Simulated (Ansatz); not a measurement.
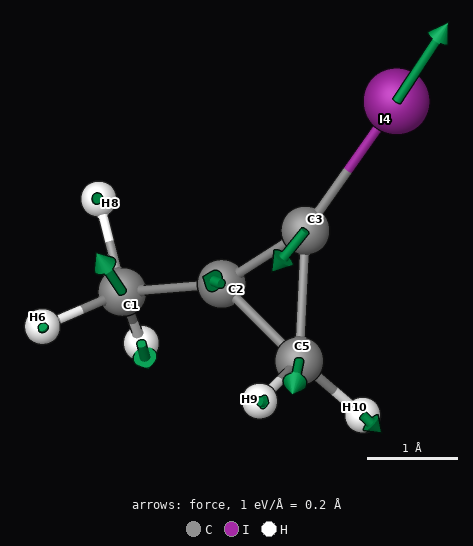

Starting geometry of C4H5I (coarse preliminary run) with the computed forces as green arrows. The picture is a ball-and-stick view, seen from a free direction.

The start comes from a force field.

Method: Ansatz, RKS PBE-D4/def2-SVP. (force threshold 0.03 eV/Å; at most 200 steps)

Q: Is this structure relaxed? If not, where do the atoms go?

A: It isn't relaxed: the largest force vector, on the I atom, is 5.62 eV/Å. The final displacements follow the starting forces only in part (cosine between the two patterns 0.57). Over 5 geometry steps the energy falls by 20.7 kcal/mol. Largest force component: 5 eV/Å at the start, 0.015 eV/Å at the end. The atom that moves furthest after the best rigid fit is the I atom (0.23 Å). By element the largest moves are I 0.23 Å, H 0.17 Å, C 0.12 Å. Near-neighbour distances that change, for instance: C–I 1.857 → 2.073 Å, C–C 1.437 → 1.536 Å, C–H 1.042 → 1.111 Å, C–H 1.068 → 1.112 Å. Among the angles between lasting bonds that change: C–C–I 156.0° → 148.3°, H–C–H 112.0° → 106.5°, C–C–H 106.4° → 111.4°. The run took 8.5 s on 4 threads of Arm Neoverse V1 (shared host).
